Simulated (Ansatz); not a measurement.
BaTiO3 (cubic perovskite)

```yaml
crystal:
  lattice:
    - [3.99403, 0.00000, 0.00000]
    - [0.00000, 3.99403, 0.00000]
    - [0.00000, 0.00000, 3.99403]
  atoms:
    - { symbol: Ba, position: [0.00000, 0.00000, 0.00000] }
    - { symbol: Ti, position: [0.50000, 0.50000, 0.50000] }
    - { symbol: O, position: [0.00000, 0.50000, 0.50000] }
    - { symbol: O, position: [0.50000, 0.50000, 0.00000] }
    - { symbol: O, position: [0.50000, 0.00000, 0.50000] }
```

The volume is varied about the relaxed value V₀ at fixed cell shape. Symmetry pins the atoms to their sites.

Level of theory: r2SCAN (plane waves to 500 eV, PAW, scalar-relativistic; Ansatz, a first-principles code). k mesh 9×9×9 (Γ-centred), Fermi-Dirac smearing 0.05 eV. E stands for the smeared free energy. BaTiO3 is run without spin polarisation. BaTiO3 was relaxed with its symmetry unable to fall. This is a high-temperature form of BaTiO3. The zero of ΔE is the relaxed starting cell.

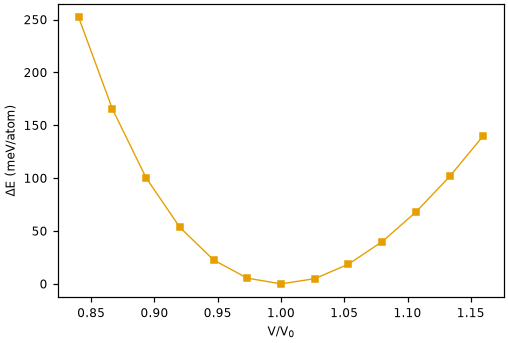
Fig. 1. ΔE (meV/atom) against V/V₀; computed points joined by lines.

What is ΔE at V/V₀ = 0.840?

About 250 meV/atom.

What is ΔE at V/V₀ = 1.160?

About 140 meV/atom.

What bulk modulus B₀ follows from a third-order Birch-Murnaghan fit?

About 180 GPa.

(Under strain, the slope of the energy per volume gives the stress and its curvature an elastic modulus.)
